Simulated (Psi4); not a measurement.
Intermolecular potential of C2H2 ··· COS (SMILES C#C and O=C=S). Monomers: optimised at B3LYP-D3(BJ) (def2-TZVP), held rigid. Orientation: lowest of the rigid-body minima from ten starts at GFN2-xTB. Only R, the distance of the centres of mass, is varied, so the lowest point isn't the relaxed dimer.

Geometry at R = 3.41 Å (first 4 atoms: monomer A):
```
7

C     -0.4959    -0.0807     0.3251
C      0.4959     0.0807    -0.3250
H     -1.3768    -0.2242     0.9019
H      1.3768     0.2241    -0.9019
O      0.7036     3.3029    -0.7203
C     -0.2554     3.3243    -0.0761
S     -1.5519     3.3532     0.7949
```

Methods: PBE-D3(BJ)/def2-TZVP, counterpoise-corrected (Psi4); SAPT0/jun-cc-pVDZ, frozen core (Psi4); SCS-MP2/aug-cc-pVDZ = DF-SCS-MP2/aug-cc-pVDZ, frozen core, counterpoise-corrected run with Psi4; HF/aug-cc-pVDZ, counterpoise-corrected (Psi4); MP2/aug-cc-pVDZ = DF-MP2/aug-cc-pVDZ, frozen core, counterpoise-corrected in Psi4.

Interaction energies in kJ/mol (negative: bound); R is the distance of the centres of mass, d the H4···O5 distance.

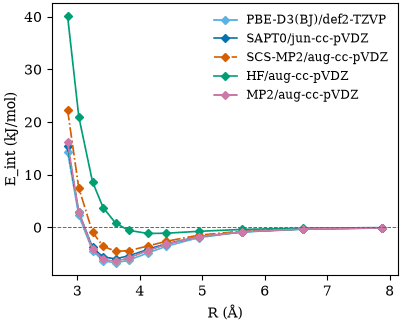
Figure. Interaction energy against separation.

```json
[
 {"R / Å": "2.84", "d / Å": "2.59", "PBE-D3(BJ)/def2-TZVP": "14.39", "SAPT0/jun-cc-pVDZ": "15.40", "SCS-MP2/aug-cc-pVDZ": "22.31", "HF/aug-cc-pVDZ": "40.20", "MP2/aug-cc-pVDZ": "16.27"},
 {"R / Å": "3.02", "d / Å": "2.77", "PBE-D3(BJ)/def2-TZVP": "2.27", "SAPT0/jun-cc-pVDZ": "2.91", "SCS-MP2/aug-cc-pVDZ": "7.51", "HF/aug-cc-pVDZ": "21.02", "MP2/aug-cc-pVDZ": "2.94"},
 {"R / Å": "3.24", "d / Å": "2.99", "PBE-D3(BJ)/def2-TZVP": "-4.43", "SAPT0/jun-cc-pVDZ": "-3.82", "SCS-MP2/aug-cc-pVDZ": "-0.93", "HF/aug-cc-pVDZ": "8.65", "MP2/aug-cc-pVDZ": "-4.20"},
 {"R / Å": "3.41", "d / Å": "3.16", "PBE-D3(BJ)/def2-TZVP": "-6.33", "SAPT0/jun-cc-pVDZ": "-5.63", "SCS-MP2/aug-cc-pVDZ": "-3.57", "HF/aug-cc-pVDZ": "3.75", "MP2/aug-cc-pVDZ": "-6.10"},
 {"R / Å": "3.61", "d / Å": "3.36", "PBE-D3(BJ)/def2-TZVP": "-6.76", "SAPT0/jun-cc-pVDZ": "-5.97", "SCS-MP2/aug-cc-pVDZ": "-4.56", "HF/aug-cc-pVDZ": "0.79", "MP2/aug-cc-pVDZ": "-6.43"},
 {"R / Å": "3.82", "d / Å": "3.57", "PBE-D3(BJ)/def2-TZVP": "-6.22", "SAPT0/jun-cc-pVDZ": "-5.41", "SCS-MP2/aug-cc-pVDZ": "-4.43", "HF/aug-cc-pVDZ": "-0.58", "MP2/aug-cc-pVDZ": "-5.80"},
 {"R / Å": "4.13", "d / Å": "3.88", "PBE-D3(BJ)/def2-TZVP": "-4.85", "SAPT0/jun-cc-pVDZ": "-4.17", "SCS-MP2/aug-cc-pVDZ": "-3.54", "HF/aug-cc-pVDZ": "-1.16", "MP2/aug-cc-pVDZ": "-4.42"},
 {"R / Å": "4.42", "d / Å": "4.17", "PBE-D3(BJ)/def2-TZVP": "-3.59", "SAPT0/jun-cc-pVDZ": "-3.11", "SCS-MP2/aug-cc-pVDZ": "-2.65", "HF/aug-cc-pVDZ": "-1.12", "MP2/aug-cc-pVDZ": "-3.23"},
 {"R / Å": "4.94", "d / Å": "4.69", "PBE-D3(BJ)/def2-TZVP": "-1.96", "SAPT0/jun-cc-pVDZ": "-1.79", "SCS-MP2/aug-cc-pVDZ": "-1.50", "HF/aug-cc-pVDZ": "-0.76", "MP2/aug-cc-pVDZ": "-1.79"},
 {"R / Å": "5.64", "d / Å": "5.39", "PBE-D3(BJ)/def2-TZVP": "-0.85", "SAPT0/jun-cc-pVDZ": "-0.87", "SCS-MP2/aug-cc-pVDZ": "-0.71", "HF/aug-cc-pVDZ": "-0.39", "MP2/aug-cc-pVDZ": "-0.83"},
 {"R / Å": "6.61", "d / Å": "6.36", "PBE-D3(BJ)/def2-TZVP": "-0.29", "SAPT0/jun-cc-pVDZ": "-0.35", "SCS-MP2/aug-cc-pVDZ": "-0.28", "HF/aug-cc-pVDZ": "-0.16", "MP2/aug-cc-pVDZ": "-0.32"},
 {"R / Å": "7.88", "d / Å": "7.63", "PBE-D3(BJ)/def2-TZVP": "-0.10", "SAPT0/jun-cc-pVDZ": "-0.12", "SCS-MP2/aug-cc-pVDZ": "-0.09", "HF/aug-cc-pVDZ": "-0.05", "MP2/aug-cc-pVDZ": "-0.11"}
]
```

Lowest grid point: PBE-D3(BJ)/def2-TZVP -6.76 kJ/mol at R = 3.61 Å; SAPT0/jun-cc-pVDZ -5.97 kJ/mol at R = 3.61 Å; SCS-MP2/aug-cc-pVDZ -4.56 kJ/mol at R = 3.61 Å; HF/aug-cc-pVDZ -1.16 kJ/mol at R = 4.13 Å; MP2/aug-cc-pVDZ -6.43 kJ/mol at R = 3.61 Å.
